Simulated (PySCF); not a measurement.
# C5H4N2Si: what the fields show

Input

```
{"job": {"kind": "uv", "xc": "PBE0", "basis": "def2-SVPD", "nstates": 8, "ntriplets": 3}, "charge": 0, "multiplicity": 1}
C     -1.928257     0.010031     0.795526
Si    -0.529693     0.746785    -0.248547
C      0.235446     2.182991     0.678526
N      0.694418     3.067019     1.242625
C      0.866320    -0.466713    -0.393269
C      1.779800    -1.258698    -0.488802
C      2.802698    -2.153650    -0.600839
N      3.661301    -2.911368    -0.698126
H     -1.566107    -0.330349     1.763084
H     -2.710801     0.743227     0.975206
H     -2.381624    -0.841325     0.294093
H     -0.922304     1.211365    -1.580786
```

Launched as:

```sh
OMP_NUM_THREADS=1 python probes_run.py task.json out
```

Geometry: GFN2-xTB.

Level of theory: PBE0/def2-SVPD, SCF density, gas phase in PySCF.

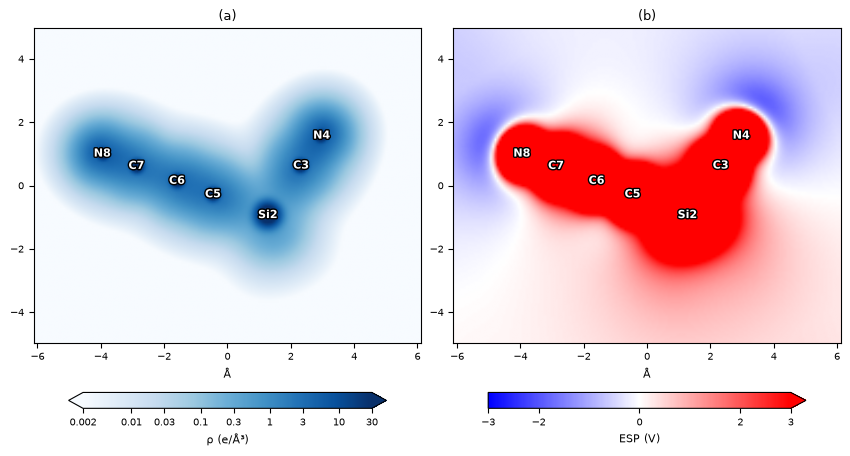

Figure 1. (a) electron density; (b) molecular electrostatic potential on the plane of atoms C3, Si2 and C5.

What does the map show?

Answer.
- The plane passes through Si, C and N nuclei.
- C–N (1.14 Å): ρ at the midpoint is about 3.6 e/Å³.
- C–C (1.21 Å): ρ at the midpoint is about 2.7 e/Å³.
- C–Si (1.86 Å): the density is about 0.93 e/Å³ at the midpoint.
- C–C (1.36 Å): ρ is about 2.1 e/Å³ halfway.
- Outside the dense part of the molecule the potential is most negative (−1.9 V) near N4.

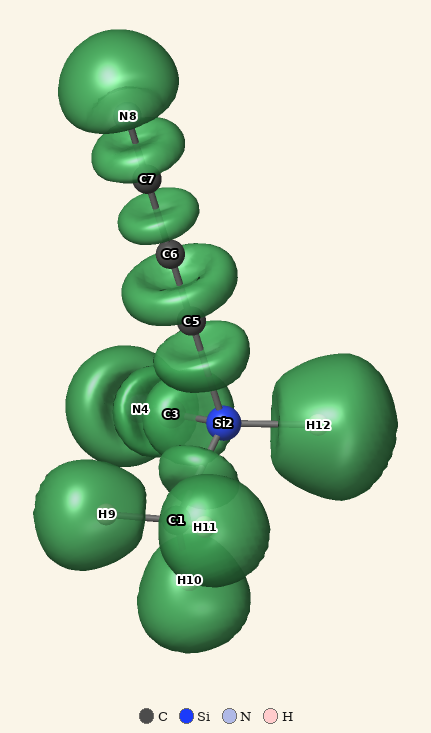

Figure 2. Isosurface of the electron localisation function at 0.8 (green), seen at an oblique angle. Only the valence region is drawn (cores and ρ < 0.01 e/Å³ removed).

What do the ELF domains correspond to?

Answer. At this value the surface marks out two regions between bonded C–C atoms (shared pairs), two regions between bonded C–N atoms (shared pairs), three regions between bonded C–Si atoms (shared pairs), four regions around hydrogen nuclei and two lobes on N, pointing away from the bonds (lone pairs). Along the contacts the grid gives the following. C–N (1.14 Å): the ELF peaks at about 0.85 between the atoms: a multiple bond. C–C (1.21 Å): the ELF peaks at about 0.85 between the atoms; a multiple bond.

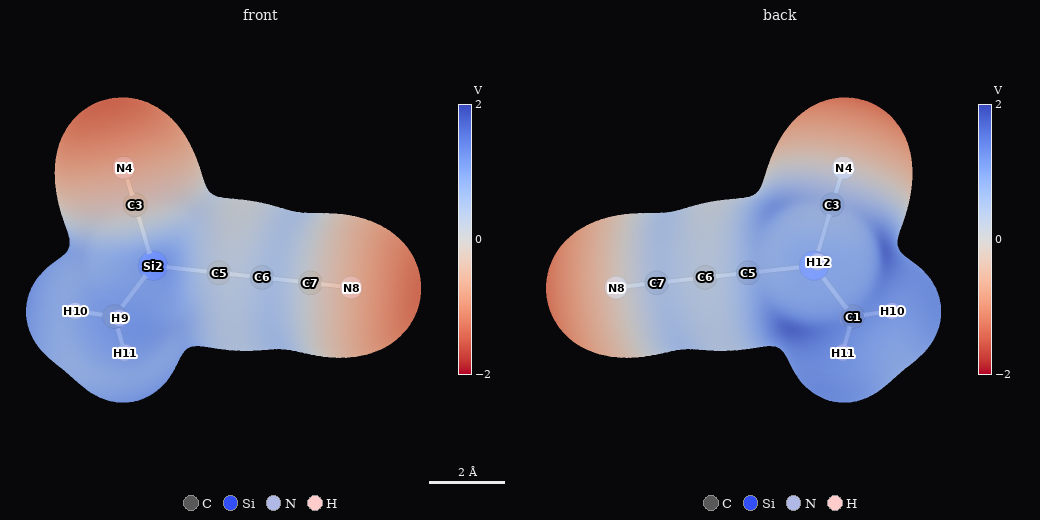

Figure 3. The electrostatic potential painted on the density surface at 0.001 e/bohr³, seen from the front and from behind; red is negative and blue positive.

Which sites attract a positive test charge, and which a negative one?

Answer. A positive charge is drawn to the negative regions and a negative charge to the positive ones. The most negative region (about −1.4 V, or −32 kcal/mol for a unit charge) lies over N4, the most positive (about +1.7 V, or +39 kcal/mol for a unit charge) over Si2. N4 is the likeliest acceptor of a hydrogen bond.
